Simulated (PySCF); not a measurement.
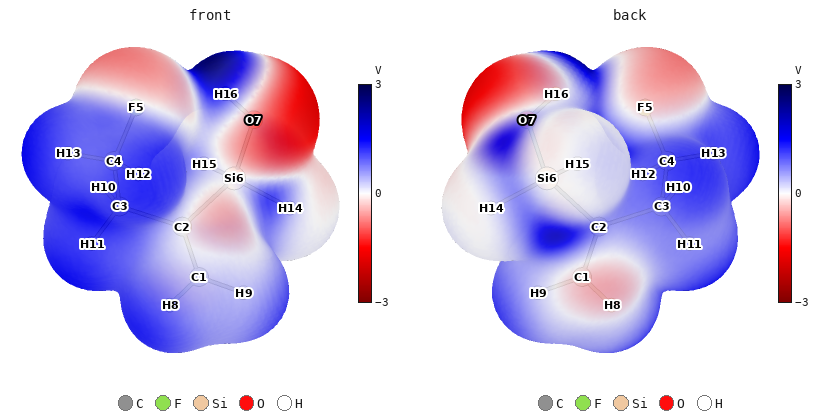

Figure 1: C₄H₉FOSi (SMILES C=C(CCF)[SiH2]O). The molecular electrostatic potential painted on the density surface at 0.004 e/bohr³, seen from the front and from behind; red is negative and blue positive.

Geometry: GFN2-xTB.

The calculation used PySCF 2.14.0, PBE0/def2-SVPD, SCF density, gas phase.

```xyz
16

C    -0.2648   -1.7781   -0.9147
C    -0.0089   -0.8053   -0.0515
C     1.2373    0.0274   -0.2226
C     0.9463    1.3679   -0.8894
F     0.3007    2.2277   -0.0247
Si   -1.1638   -0.4228    1.4084
O    -2.0091    0.9459    1.2124
H     0.3938   -2.0140   -1.7395
H    -1.1471   -2.3890   -0.8291
H     1.7019    0.2189    0.7471
H     1.9576   -0.4962   -0.8564
H     0.2889    1.2499   -1.7563
H     1.8711    1.8745   -1.1829
H    -2.2213   -1.4184    1.4907
H    -0.3138   -0.3489    2.6031
H    -1.5764    1.7694    0.9938
```

### Where is the surface potential most negative and most positive?

The most negative region (about −1.8 V) lies over O7, the most positive (about +2.6 V) over H16. O7 is the likeliest acceptor of a hydrogen bond.

### How polar is the molecule by this calculation?

Its dipole moment is 3.00 D.
